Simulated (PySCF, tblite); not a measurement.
# B10N9H11: electronic excitations, NMR shifts, part 2 of 2

tblite 0.8.0 and PySCF 2.14.0. Atoms count from 0. The steps go on from the part before.

## 5. NMR shifts: GIAO KT3/pcSseg-1

The job: settings as JSON, then the geometry in Å.

```
{"job": {"kind": "nmr", "xc": "KT3", "basis": "pcSseg-1", "pop": false}, "charge": 0, "multiplicity": 1}
B     -0.000225     2.052531    -0.000635
N     -1.249906     2.744396    -0.000912
B     -2.488471     2.073658    -0.000726
N     -2.499976     0.639210    -0.001024
B     -1.250697    -0.090062    -0.000584
N     -0.000368     0.620046    -0.000311
B     -3.733482    -0.083904    -0.000301
N     -3.691119    -1.498497     0.001747
B     -2.489150    -2.243390     0.000831
N     -1.244932    -1.535526     0.000488
B      2.487951     2.073684     0.000116
N      1.249434     2.744502     0.000287
B      1.249908    -0.090103     0.000659
N      2.499215     0.639188     0.000363
B      3.732610    -0.084116    -0.000293
N      1.244081    -1.535576     0.001866
B      2.488275    -2.243470     0.001292
N      3.690274    -1.498681    -0.000294
B     -0.000441    -2.238730     0.002098
H     -1.241008     3.753161    -0.000640
H     -3.491028     2.682777    -0.000015
H     -4.764830     0.475922    -0.000979
H     -4.564362    -2.003238     0.002989
H     -2.518400    -3.416088     0.000072
H      3.490432     2.682973     0.000108
H      1.240451     3.753287     0.000386
H      4.764052     0.475445    -0.001249
H      2.517712    -3.416105     0.001956
H      4.563567    -2.003342    -0.001488
H     -0.000380    -3.411815     0.004095
```

Method: GIAO KT3/pcSseg-1 NMR shielding, non-relativistic, gas phase.

Output:

```text
start: PBE on a coarse grid of 25788 points
cycle   1  E = -747.3900373789  dE =  2.909e+00  |g| = 1.073e+00  |ddm| = 5.436e+00
cycle   2  E = -746.9191523869  dE =  4.709e-01  |g| = 1.808e+00  |ddm| = 2.277e+00
cycle   3  E = -747.6450934132  dE = -7.259e-01  |g| = 1.859e-01  |ddm| = 1.538e+00
cycle   4  E = -747.6536199579  dE = -8.527e-03  |g| = 5.829e-02  |ddm| = 2.172e-01
cycle   5  E = -747.6544503014  dE = -8.303e-04  |g| = 1.680e-02  |ddm| = 6.236e-02
cycle   6  E = -747.6545047091  dE = -5.441e-05  |g| = 9.941e-03  |ddm| = 2.328e-02
final grid: 242151 points
cycle   7  E = -760.7616700598  dE = -3.828e-02  |g| = 1.297e-01  |ddm| = 4.880e-01
cycle   8  E = -760.7548952604  dE =  6.775e-03  |g| = 2.189e-01  |ddm| = 2.312e-01
cycle   9  E = -760.7652999541  dE = -1.040e-02  |g| = 1.283e-02  |ddm| = 1.489e-01
cycle  10  E = -760.7653403437  dE = -4.039e-05  |g| = 4.899e-03  |ddm| = 1.931e-02
cycle  11  E = -760.7653469811  dE = -6.637e-06  |g| = 1.836e-03  |ddm| = 5.213e-03
cycle  12  E = -760.7653469405  dE =  4.057e-08  |g| = 4.331e-04  |ddm| = 1.504e-03
cycle  13  E = -760.7653468196  dE =  1.209e-07  |g| = 9.344e-05  |ddm| = 3.660e-04
converged SCF energy = -760.7653468196

GIAO shielding tensors (ppm)
atom      isotropic    diamagn.    paramagn.     s11        s22        s33       span
  0 B       80.696     202.281    -121.586     67.725     70.522    103.839     36.114
  1 N      139.216     327.773    -188.557     38.505    169.997    209.146    170.641
  2 B       71.578     198.059    -126.480     48.428     63.001    103.306     54.879
  3 N      108.007     335.500    -227.494     18.522     39.915    265.584    247.062
  4 B       79.364     200.750    -121.386     65.745     70.136    102.211     36.466
  5 N      134.966     346.517    -211.552     68.948     73.130    262.818    193.870
  6 B       72.027     197.474    -125.447     51.152     60.380    104.547     53.394
  7 N      118.738     323.247    -204.509    -19.916    154.809    221.322    241.239
  8 B       71.650     199.020    -127.370     50.576     59.881    104.494     53.919
  9 N      104.054     339.299    -235.245     11.907     33.253    267.003    255.097
 10 B       71.579     198.061    -126.482     48.424     63.006    103.307     54.883
 11 N      139.205     327.775    -188.570     38.483    169.996    209.135    170.652
 12 B       79.364     200.748    -121.384     65.738     70.141    102.212     36.474
 13 N      108.020     335.502    -227.482     18.547     39.944    265.569    247.022
 14 B       72.027     197.466    -125.439     51.148     60.381    104.552     53.404
 15 N      104.061     339.298    -235.237     11.915     33.268    267.000    255.085
 16 B       71.652     199.015    -127.363     50.577     59.880    104.500     53.923
 17 N      118.722     323.254    -204.532    -19.959    154.821    221.303    241.262
 18 B       65.960     198.648    -132.689     50.297     52.370     95.212     44.914
 19 H       26.750      30.414      -3.664     21.391     27.422     31.439     10.048
 20 H       26.822      29.226      -2.404     23.289     27.953     29.224      5.935
 21 H       26.854      28.324      -1.470     23.498     28.199     28.864      5.366
 22 H       25.579      25.271       0.307     21.477     25.476     29.783      8.306
 23 H       26.763      30.147      -3.384     23.328     28.252     28.710      5.382
 24 H       26.822      29.225      -2.404     23.289     27.950     29.226      5.937
 25 H       26.749      30.415      -3.666     21.391     27.421     31.436     10.046
 26 H       26.854      28.325      -1.470     23.498     28.201     28.864      5.366
 27 H       26.764      30.149      -3.385     23.329     28.254     28.710      5.381
 28 H       25.578      25.277       0.301     21.477     25.476     29.781      8.304
 29 H       26.430      32.566      -6.136     22.632     28.003     28.656      6.025
```

It took 50 s on 1 thread of Intel Xeon Platinum 8259CL at 2.50GHz, shared host; peak memory 0.61 GiB.

Shifts follow as δ = σ(reference) − σ, with reference shieldings (ppm) from runs at the same level and on the same kind of geometry: 1H TMS 31.76, 15N NH3 264.4, 11B BF3·OEt2 100.0. The references are single molecules in the gas phase, so shifts against H2O, NH3, PH3, H3PO4 or CFCl3 are not on the usual liquid scales and can be off by tens of ppm. Atoms listed in one row are averaged.

```tsv
atoms	environment	σ (ppm)	δ (ppm)
H22, H28	hydrogen on a nitrogen bonded to 2 B	25.58	6.18
H29	hydrogen on a boron bonded to 2 N	26.43	5.33
H19, H25	hydrogen on a nitrogen bonded to 2 B	26.75	5.01
H23, H27	hydrogen on a boron bonded to 2 N	26.76	5.00
H20, H24	hydrogen on a boron bonded to 2 N	26.82	4.94
H21, H26	hydrogen on a boron bonded to 2 N	26.85	4.91
B18	boron bonded to 2 N, H	66.0	34.0
B2, B10	boron bonded to 2 N, H	71.6	28.4
B8, B16	boron bonded to 2 N, H	71.7	28.3
B6, B14	boron bonded to 2 N, H	72.0	27.9
B4, B12	boron bonded to 3 N	79.4	20.6
B0	boron bonded to 3 N	80.7	19.3
N9, N15	nitrogen bonded to 3 B	104.1	160.3
N3, N13	nitrogen bonded to 3 B	108.0	156.4
N7, N17	nitrogen bonded to 2 B, H	118.7	145.7
N5	nitrogen bonded to 3 B	135.0	129.4
N1, N11	nitrogen bonded to 2 B, H	139.2	125.2
```

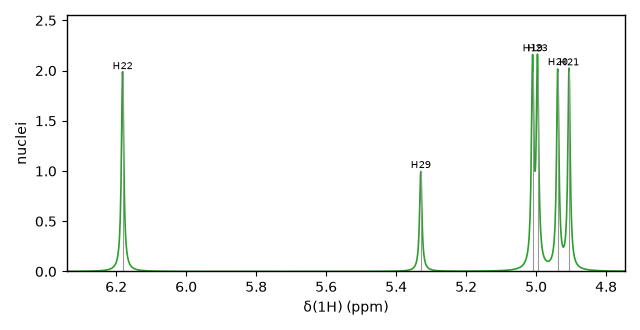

1H lines at the computed shifts, without couplings. Lines are broadened to a width of 0.01 ppm (Lorentzian).

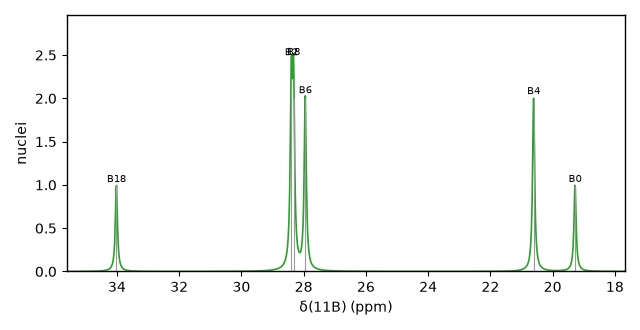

11B lines at the computed shifts, without couplings. Lines are broadened to a width of 0.08 ppm (Lorentzian).

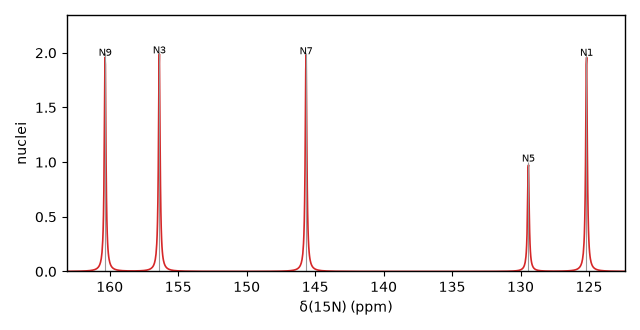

15N lines at the computed shifts, without couplings. Lines are broadened to a width of 0.14 ppm (Lorentzian).

Ring of atoms B0, N1, B2, N3, B4, N5: NICS(0) -1.4, NICS(1) -1.9, NICS(1)zz 0.4 ppm (means of both faces).

Ring of atoms N3, B4, B6, N7, B8, N9: NICS(0) -1.0, NICS(1) -2.3, NICS(1)zz -0.9 ppm (means of both faces).

Ring of atoms B4, N5, N9, B12, N15, B18: NICS(0) -0.5, NICS(1) -1.8, NICS(1)zz 1.3 ppm (means of both faces).

## 6. Outcome

This closing draws on all 2 parts.

| quantity | value |
| --- | --- |
| strongest single infrared mode (GFN2-xTB) | 1421 cm⁻¹, 2209 km/mol |
| zero-point energy (GFN2-xTB) | 129.0 kcal/mol |
| lowest singlet (CAM-B3LYP/def2-SVP) | 6.59 eV (188 nm), f = 0.002 |
| brightest single state of those computed | state 6, 7.51 eV, f = 0.797 |
| lowest triplet | 6.32 eV |
| surface potential, 1st and 99th percentile | -0.54 V and 1.85 V |
| 1H shifts against TMS (KT3/pcSseg-1, means over atoms taken as alike) | 6.18, 5.33, 5.01, 5.00, 4.94, 4.91 ppm |
| 11B shifts against BF3·OEt2 (KT3/pcSseg-1, means over atoms taken as alike) | 34.0, 28.4, 28.3, 27.9, 20.6, 19.3 ppm |
| 15N shifts against NH3 (KT3/pcSseg-1, means over atoms taken as alike) | 160.3, 156.4, 145.7, 129.4, 125.2 ppm |

What this shows: All 84 modes are real, so the xTB geometry is a minimum. GFN2-xTB is a fitted tight-binding method: band positions and strengths are rough. Its intensities can rank the bands wrongly. The first singlet state (HOMO−2→LUMO 0.30, HOMO→LUMO 0.25) lies at 6.59 eV and is weak; of the 6 states computed, the strongest absorption comes from state 6 at 7.51 eV (the last computed, so partners may be missing). The lowest triplet lies 0.27 eV below the lowest singlet (triplets in Tamm-Dancoff, singlets in full TDDFT). The basis of CAM-B3LYP/def2-SVP has no diffuse functions, so Rydberg states are missing and the high states are unreliable.
